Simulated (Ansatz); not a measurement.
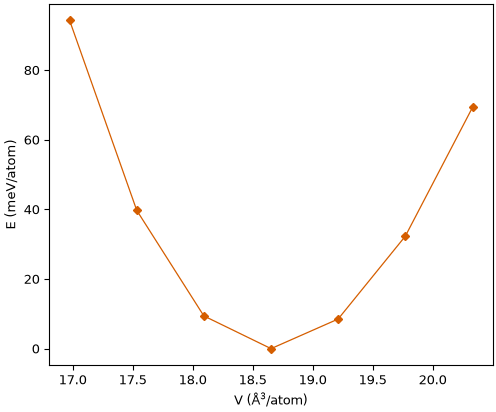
Figure. Nb3Sn (A15 (Cr3Si type), Pm-3n) under volume change, plane-wave PAW r²SCAN (Ansatz code), scaled uniformly.

Q: What does a third-order Birch–Murnaghan fit give for V₀, B₀ and B′?

A: V₀ = 18.65 Å³/atom, B₀ = 170 GPa, B′ = 4.1.

The r²SCAN relaxation kept the symmetry of its start. No spin polarisation was allowed. Spin–orbit coupling is left out wherever it is not named.

Potentials: the later of the program's two PAW sets.
